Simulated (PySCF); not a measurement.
C4H7OS (SMILES [H]/[C]=C\OCCS) (doublet)

```yaml
atoms:
  - { symbol: C, position_ang: [2.5915, -0.4163, -0.4245] }
  - { symbol: C, position_ang: [1.8330, -0.7616, 0.5653] }
  - { symbol: O, position_ang: [0.5281, -0.4150, 0.8283] }
  - { symbol: C, position_ang: [-0.0930, 0.4254, -0.1126] }
  - { symbol: C, position_ang: [-1.5388, 0.6348, 0.3039] }
  - { symbol: S, position_ang: [-2.5451, -0.8794, 0.1486] }
  - { symbol: H, position_ang: [2.6431, 0.1517, -1.3187] }
  - { symbol: H, position_ang: [2.1788, -1.4179, 1.3572] }
  - { symbol: H, position_ang: [0.4219, 1.3987, -0.1471] }
  - { symbol: H, position_ang: [-0.0386, -0.0249, -1.1155] }
  - { symbol: H, position_ang: [-1.5856, 0.8977, 1.3596] }
  - { symbol: H, position_ang: [-2.0009, 1.4207, -0.2925] }
  - { symbol: H, position_ang: [-2.3988, -1.0136, -1.1698] }
```

Geometry: GFN2-xTB.

Level of theory: UKS B3LYP, pcH-1 on C H O S, non-relativistic, mean-field spin-orbit, GIAO (PySCF).

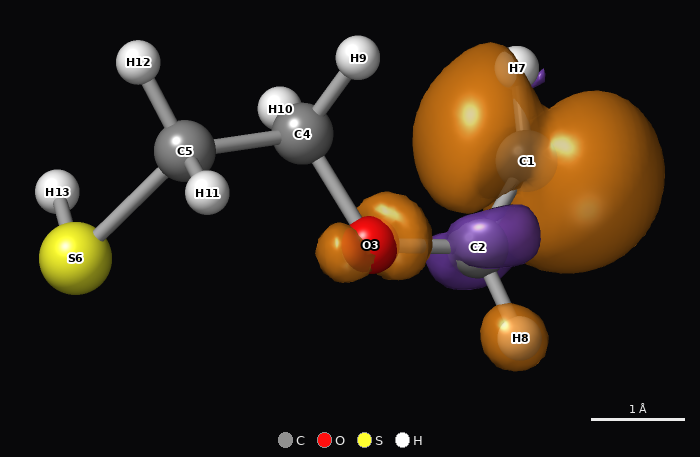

Figure 1. Isosurfaces of the spin density at +0.03 (orange) and −0.03 e/Å³ (purple), seen at a tilt.

Where is the unpaired spin?

The unpaired spin (1 electron) lies mostly on C1 (about 0.8), in electrons by Hirshfeld's partition.

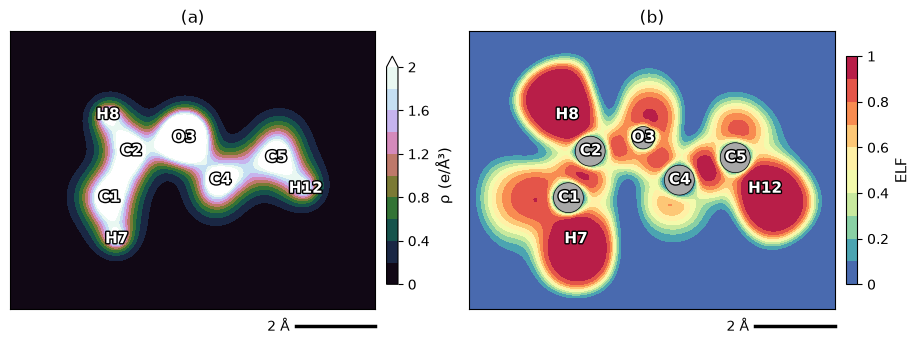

Figure 2. (a) total electron density; (b) ELF on the plane of atoms C1, C2 and O3. Grey discs cover the atomic cores in the ELF map.

Interpret the plot.

The plane passes through C, O and H nuclei.
C–C (1.29 Å): ρ is about 2.4 e/Å³ halfway; the ELF peaks at about 0.90 between the atoms: a multiple bond.
C–O (1.38 Å): ρ at the midpoint is about 2.2 e/Å³, with its minimum of 1.9 e/Å³ about 0.5 Å from C; the ELF peaks at about 0.85 between the atoms, as expected for a polar covalent bond.
C–H (1.06 Å): ρ at the midpoint is about 2.1 e/Å³; the ELF climbs to about 1 towards the hydrogen, as it does in any bond to H (a covalent bond by its length).
The ELF also peaks beside O3, away from the bonds: non-bonding electrons, paired or unpaired.

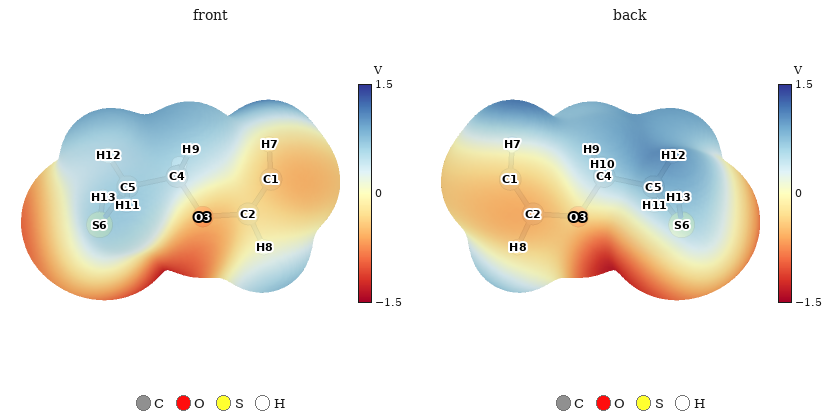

Figure 3. The electrostatic potential painted on the density surface at 0.001 e/bohr³, seen from the front and from behind; the colour scale runs from red (negative) to blue (positive).

Describe the electrostatic potential map.

The most negative region (about −1.3 V) lies over O3 and S6, the most positive (about +1.1 V) over H7 and H13.
